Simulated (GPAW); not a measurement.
**Run report: BH2, frequency calculation**

System: BH2, multiplicity 2, SMILES [BH2].
Method: vdW-DF2/dzp, UKS, scalar-relativistic datasets (GPAW 26.7.0).

The geometry was optimised with vdW-DF2/lcao.

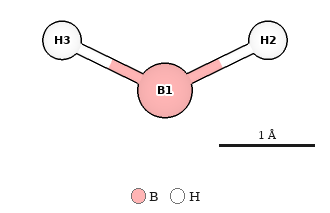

Fig. 1: The structure as given in the input (ball-and-stick view, seen on its broad side; atoms are numbered from 1 in the order of the input).

### Input file (vib.py)
```python
from ase.io import read
from ase.thermochemistry import IdealGasThermo
from ase.vibrations import Infrared
from gpaw import GPAW

# Geometry
molecule = read("relaxed.xyz")
molecule.set_initial_magnetic_moments([1.0, 0.0, 0.0])

# Ground state
calc = GPAW(mode="lcao",
            maxiter=100,
            poissonsolver={"name": "fd"},
            h=0.18,
            occupations={"name": "fermi-dirac", "width": 0.0, "fixmagmom": True},
            basis="dzp",
            symmetry="off",
            xc={"name": "vdW-DF2", "backend": "libvdwxc"},
            convergence={"density": 1e-05},
            txt="run.txt")
molecule.calc = calc

energy = molecule.get_potential_energy()
vib = Infrared(molecule, delta=0.01)
vib.run()
vib.summary()
freqs = vib.get_frequencies()
zpe = vib.get_zero_point_energy()
intensities = vib.intensities

thermo = IdealGasThermo(vib_energies=vib.get_energies(), potentialenergy=energy, atoms=molecule, geometry="nonlinear",
                        symmetrynumber=2, spin=0.5, ignore_imag_modes=True)
H = thermo.get_enthalpy(600.0, verbose=False)
S = thermo.get_entropy(600.0, 1000.0, verbose=False)
G = thermo.get_gibbs_energy(temperature=600.0, pressure=1000.0)
```

### File relaxed.xyz
```
3
Lattice="8.79945129579606 0.0 0.0 0.0 9.852071023492861 0.0 0.0 0.0 8.612935908629096" Properties=species:S:1:pos:R:3:initial_magmoms:R:1:magmoms:R:1:forces:R:3 free_energy=-17.937012353745054 energy=-17.937012353745054 dipole="-0.06374324434206338 0.0367614878653956 -0.030005606110239603" magmom=0.999997026079325 pbc="F F F"
B        4.80855546       4.68073449       4.50175653       1.00000000       0.18007431      -0.00619770       0.00345590      -0.00521458
H        4.79362270       5.88749754       4.62222314       0.00000000       0.00831506      -0.00176391      -0.00615954      -0.00643357
H        3.97825649       3.96432388       3.98479757       0.00000000       0.00828689      -0.00196824       0.00643574       0.00088201
```

Machine: 1 thread of Arm Neoverse V1, 24 GiB of memory available, shared host.

Command:
```bash
python3 -u vib.py | tee vib.out
```

### The program's output
```
-------------------------------------
 Mode    Frequency        Intensity
  #    meV     cm^-1   (D/Å)^2 amu^-1
-------------------------------------
  0   15.4i    123.9i     0.0148
  1   12.6i    101.7i     0.1131
  2    8.6i     69.7i     0.0196
  3   11.4      92.2      0.0582
  4   27.2     219.7      0.0421
  5   33.6     271.2      0.1066
  6  124.0    1000.1      0.2015
  7  314.1    2533.4      0.1442
  8  333.5    2689.7      2.6154
-------------------------------------
Zero-point energy: 0.422 eV
Static dipole moment: 0.382 D
Maximum force on atom in `equilibrium`: 0.0091 eV/Å

Enthalpy components at T = 600.00 K:
===============================
Enthalpy components at T = 600.00 K:
===============================
E_pot                -17.937 eV
E_ZPE                  0.386 eV
Cv_trans (0->T)        0.078 eV
Cv_rot (0->T)          0.078 eV
Cv_vib (0->T)          0.014 eV
-------------------------------
U                    -17.382 eV
===============================
(C_v -> C_p)           0.052 eV
-------------------------------
H                    -17.331 eV
===============================

Entropy components at T = 600.00 K and P = 1000.0 Pa:
=================================================
{"":15s}{"S":13s}     {"T*S:13s}
S_trans (1 bar)    0.0016087 eV/K        0.965 eV
S_rot              0.0005846 eV/K        0.351 eV
S_elec             0.0000597 eV/K        0.036 eV
S_vib              0.0000313 eV/K        0.019 eV
S (1 bar -> P)     0.0003968 eV/K        0.238 eV
-------------------------------------------------
S                  0.0026811 eV/K        1.609 eV
=================================================

Free energy components at T = 600.00 K and P = 1000.0 Pa:
=======================
    H        -17.331 eV
 -T*S         -1.609 eV
-----------------------
    G        -18.939 eV
=======================
```

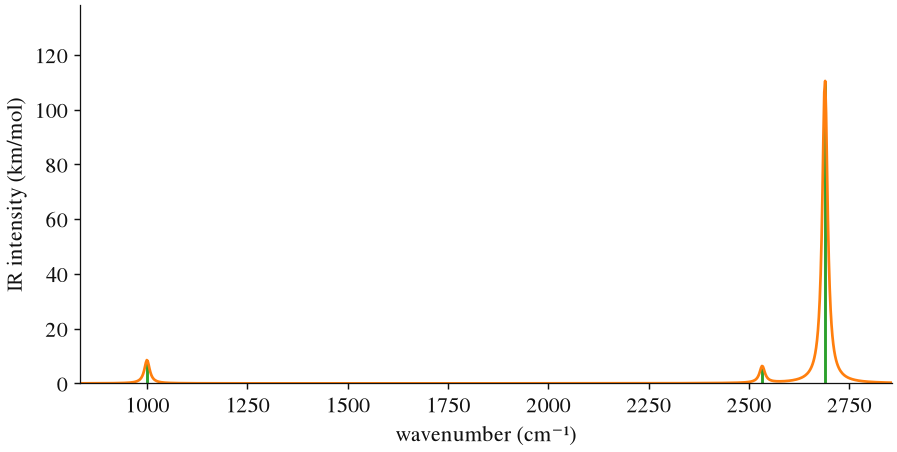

Fig. 2: Harmonic infrared spectrum, unscaled: sticks (degenerate modes added up, dark ones marked on the axis) with a Lorentzian envelope of 16 cm⁻¹ full width, scaled to the tallest stick. 3 modes from 1000 to 2690 cm⁻¹, none imaginary. The strongest line is at 2690 cm⁻¹ (111 km/mol). All modes, in cm⁻¹ (km/mol): 1000 (8.5), 2533 (6.1), 2690 (111).

### Results in brief

```csv
quantity,value
outcome,converged
energy relative to the program's reference atoms,−17.9370 eV
basis functions,23
zero-point energy,0.014177 hartree
"wavenumbers, lowest and highest",1000 and 2690 cm⁻¹
wall time,6.6 min
peak memory,1.1 GiB
```
